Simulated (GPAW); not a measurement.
Band structure of Pt (Fm-3m, 1 atom in the cell).

```
CELL_PARAMETERS angstrom
      0.00000     1.96000     1.96000
      1.96000     0.00000     1.96000
      1.96000     1.96000     0.00000
ATOMIC_POSITIONS crystal
  Pt 0.00000 0.00000 0.00000
```

Method of the run: PBE, GPAW PAW datasets PBE (gpaw-data 1.0.1) (plane waves; GPAW 25.7.0).

Settings: mode = pw; ecut = 600 eV; xc = PBE; kpts = 12 12 12; mesh shift (steps) = 0 0 0; occupations.name = methfessel-paxton; occupations.width = 0.136 eV; occupations.order = 0; nbands = -7; convergence.density = 1e-05 e/electron; symmetry.symmorphic = false; symmetry.tolerance = 0.0005; maxiter = 120; bandpath_npoints = 40.

The starting cell has typed, rounded lattice constants, without a prior relaxation at this level. Spin-orbit coupling is off. Spin polarisation is off.

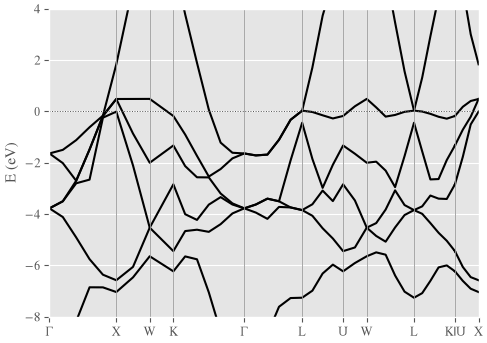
*Bands along the path, energies from the Fermi level.*

Levels in eV from the Fermi level, bands 5 to 12:
| point | 5 | 6 | 7 | 8 | 9 | 10 | 11 | 12 |
|---|---|---|---|---|---|---|---|---|
| Γ | -3.78 | -3.78 | -3.78 | -1.64 | -1.64 | 15.08 | 20.15 | 20.15 |
| X | -6.58 | -0.02 | 0.48 | 0.48 | 1.83 | 9.02 | 11.58 | 11.58 |
| W | -4.54 | -4.54 | -2.01 | 0.48 | 7.29 | 8.34 | 8.34 | 12.06 |
| K | -5.45 | -2.85 | -1.33 | -0.19 | 5.88 | 6.76 | 10.16 | 14.88 |
| L | -3.85 | -3.85 | -0.45 | 0.02 | 0.02 | 5.93 | 14.55 | 19.53 |
| U | -5.45 | -2.85 | -1.33 | -0.19 | 5.88 | 6.76 | 10.16 | 14.88 |

Bands cross the Fermi level along this path, so the cell is metallic at this level.
